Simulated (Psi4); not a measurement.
# BHLYP/def2-TZVP (core potential) run of GeTe (SMILES [Ge][Te])

Aim: the vertical singlet–triplet gap of GeTe at BHLYP/def2-TZVP (core potential), from 2 runs. 

The results are computed with Psi4 1.11.

2 further runs of the same task are left out: 2 that didn't finish.

## 1. The structure to begin with

GeTe: 2 atoms, total charge 0, spin state singlet. SMILES: `[Ge][Te]`. The bond length is the measured one.

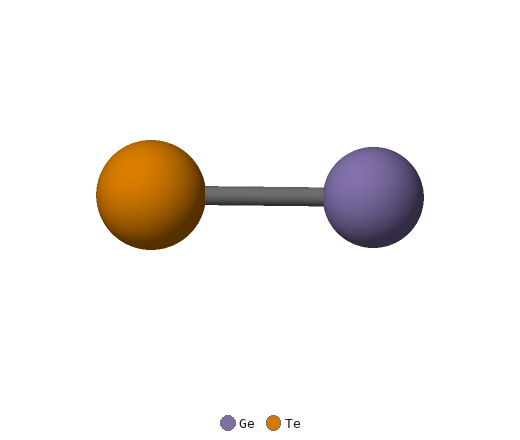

The structure, seen from a chosen angle (germanium purple, tellurium orange).

## 2. A single-point energy at BHLYP/def2-TZVP (core potential)

The input, job.inp:

```
memory 1.6 GB

molecule {
  0 1
  Ge     0.000000     0.000000     0.000000
  Te     0.000000     0.000000     2.340165
  symmetry c1
  no_reorient
  no_com
}

set {
  basis def2-TZVP
  reference rks
  puream true
  e_convergence 1e-09
  d_convergence 1e-08
  scf_type pk
  dft_radial_points 99
  dft_spherical_points 590
}

result, w = energy('bhhlyp', return_wfn=True)
oeprop(w, 'MULLIKEN_CHARGES', 'QUADRUPOLE', 'DIPOLE')
print_variables()
```

Run with:

```console
$ psi4 -i job.inp -o job.out -n 1
```

job.out:

```text
[...]
    !!!  WARNING: ECP capability is in beta. Please check occupations closely.  !!!
[...]
  Running in c1 symmetry.
[...]
  Nuclear repulsion =  173.666428561473225
[...]
  Multiplicity = 1
[...]
  Nalpha       = 28
  Nbeta        = 28
[...]
    Number of basis functions: 98
[...]
   @RKS iter   1: -2343.57284467633053   -4.17889e+00   2.93412e-02 DIIS/ADIIS
[...]
   @RKS iter  12: -2344.98475767355376   -1.36424e-11   8.54333e-09 DIIS
[...]
    Orbital Energies [Eh]
    ---------------------
    Doubly Occupied:
       1A   -401.260565     2A    -50.715432     3A    -45.071623
       4A    -45.071623     5A    -45.069405     6A     -6.622313
       7A     -6.581224     8A     -4.719551     9A     -4.719551
      10A     -4.713174    11A     -4.648891    12A     -4.648891
      13A     -4.648683    14A     -1.718449    15A     -1.716430
      16A     -1.716430    17A     -1.716240    18A     -1.716240
      19A     -1.410553    20A     -1.410553    21A     -1.404572
      22A     -1.404572    23A     -1.403855    24A     -0.704468
      25A     -0.502261    26A     -0.298053    27A     -0.284489
      28A     -0.284489
[...]
  @RKS Final Energy: -2344.98475767355376
   => Energetics <=
    Nuclear Repulsion Energy =            173.6664285614732250
    One-Electron Energy =               -3708.7790077602862766
    Two-Electron Energy =                1241.3055823966269600
    DFT Exchange-Correlation Energy =     -51.1777608713677594
    Empirical Dispersion Energy =           0.0000000000000000
    VV10 Nonlocal Energy =                  0.0000000000000000
    Total Energy =                      -2344.9847576735537587
[...]
 Multipole Moments:
 ------------------------------------------------------------------------------------
     Multipole            Electronic (a.u.)      Nuclear  (a.u.)        Total (a.u.)
 ------------------------------------------------------------------------------------
 L = 1.  Multiply by 2.5417464519 to convert [e a0] to [Debye]
 Dipole X            :         -0.0000005            0.0000000           -0.0000005
 Dipole Y            :          0.0000018            0.0000000            0.0000018
 Dipole Z            :       -106.7318283          106.1345025           -0.5973258
 Magnitude           :                                                    0.5973258
 L = 2.  Multiply by 1.3450342976 to convert [e a0^2] to [Debye ang]
 Quadrupole XX       :        -32.7079287            0.0000000          -32.7079287
 Quadrupole XY       :          0.0000000            0.0000000            0.0000000
[...]
  Mulliken Charges: (a.u.)
   Center  Symbol    Alpha    Beta     Spin     Total
       1    GE    15.90525 15.90525  0.00000  0.18950
       2    TE    12.09475 12.09475  0.00000 -0.18950
   Total alpha = 28.00000, Total beta = 28.00000, Total charge =  0.00000
  Variable Map:
  ----------------------------------------------------------------------------
  "CURRENT ENERGY"              =>   -2344.984757673554
  "CURRENT REFERENCE ENERGY"    =>   -2344.984757673554
  "DD SOLVATION ENERGY"         =>       0.000000000000
  "DFT FUNCTIONAL TOTAL ENERGY" =>   -2344.984757673554
[...]
```

Wall time 6.6 s (1 thread of Intel Xeon Platinum 8488C (Sapphire Rapids), shared host); peak memory 0.66 GiB.

## 3. The triplet: energy and gradient at UBHLYP/def2-TZVP (core potential)

The input, calc.dat:

```
memory 1600 mb

molecule {
  0 3
  Ge     0.000000     0.000000     0.000000
  Te     0.000000     0.000000     2.340165
  units angstrom
  symmetry c1
  no_reorient
  no_com
}

set basis def2-TZVP
set reference uks
set puream true
set e_convergence 1e-09
set d_convergence 1e-08
set scf_type pk
set dft_radial_points 99
set dft_spherical_points 590
set maxiter 100

gradient('bhhlyp')
```

Run with:

```console
$ psi4 -i calc.dat -o calc.out -n 1
```

calc.out:

```text
[...]
    !!!  WARNING: ECP capability is in beta. Please check occupations closely.  !!!
[...]
  Running in c1 symmetry.
[...]
  Nuclear repulsion =  173.666428561473225
[...]
  Multiplicity = 3
[...]
  Nalpha       = 29
  Nbeta        = 27
[...]
    Number of basis functions: 98
[...]
   @UKS iter   1: -2343.41729652529557   -4.02334e+00   2.98393e-02 DIIS/ADIIS
[...]
   @UKS iter  26: -2344.89175578067761   -1.68257e-10   6.36152e-09 DIIS
[...]
   @S^2 Observed:                2.008648168E+00
[...]
    Orbital Energies [Eh]
    ---------------------
    Alpha Occupied:
       1A   -401.231720     2A    -50.687669     3A    -45.044808
       4A    -45.043313     5A    -45.042097     6A     -6.609286
       7A     -6.596226     8A     -4.696636     9A     -4.689779
      10A     -4.688847    11A     -4.686886    12A     -4.674002
      13A     -4.669644    14A     -1.753868    15A     -1.751253
      16A     -1.746258    17A     -1.737053    18A     -1.736453
      19A     -1.386219    20A     -1.384026    21A     -1.382424
      22A     -1.376395    23A     -1.375304    24A     -0.745319
      25A     -0.521027    26A     -0.341017    27A     -0.319795
      28A     -0.305099    29A     -0.189452
    Alpha Virtual:
[...]
  @UKS Final Energy: -2344.89175578067761
   => Energetics <=
    Nuclear Repulsion Energy =            173.6664285614732250
    One-Electron Energy =               -3708.8685844364131299
    Two-Electron Energy =                1241.5032171812749766
    DFT Exchange-Correlation Energy =     -51.1928170870126849
    Empirical Dispersion Energy =           0.0000000000000000
    VV10 Nonlocal Energy =                  0.0000000000000000
    Total Energy =                      -2344.8917557806776131
[...]
 Multipole Moments:
 ------------------------------------------------------------------------------------
     Multipole            Electronic (a.u.)      Nuclear  (a.u.)        Total (a.u.)
 ------------------------------------------------------------------------------------
 L = 1.  Multiply by 2.5417464519 to convert [e a0] to [Debye]
 Dipole X            :         -0.0000237            0.0000000           -0.0000237
 Dipole Y            :         -0.0000022            0.0000000           -0.0000022
 Dipole Z            :       -106.0347311          106.1345025            0.0997714
 Magnitude           :                                                    0.0997714
[...]
  -Total Gradient:
     Atom            X                  Y                   Z
    ------   -----------------  -----------------  -----------------
       1        0.000000019160     0.000000002845     0.079888126396
       2       -0.000000019088    -0.000000002836    -0.079876733368
[...]
```

Run time: 23 s. Hardware: 1 thread of Intel Xeon Platinum 8488C (Sapphire Rapids), shared host; peak memory 0.67 GiB.

## 4. Outcome

At BHLYP/def2-TZVP (core potential):

```
                                        quantity           value
                           singlet: total energy  -2344.98476 Eh
                          singlet: dipole moment          1.52 D
                            singlet: HOMO energy        -7.74 eV
                            singlet: LUMO energy        -1.80 eV
                          singlet: HOMO–LUMO gap         5.94 eV
                           triplet: total energy  -2344.89176 Eh
                          triplet: dipole moment          0.25 D
     triplet: HOMO energy (highest over α and β)        -5.16 eV
      triplet: LUMO energy (lowest over α and β)        -4.35 eV
                                   triplet: ⟨S²⟩           2.009
               triplet: largest force on an atom      4.108 eV/Å
vertical energy of the triplet above the singlet        2.531 eV
```

In words: At this shape the triplet lies 2.53 eV (58 kcal/mol) above the singlet.
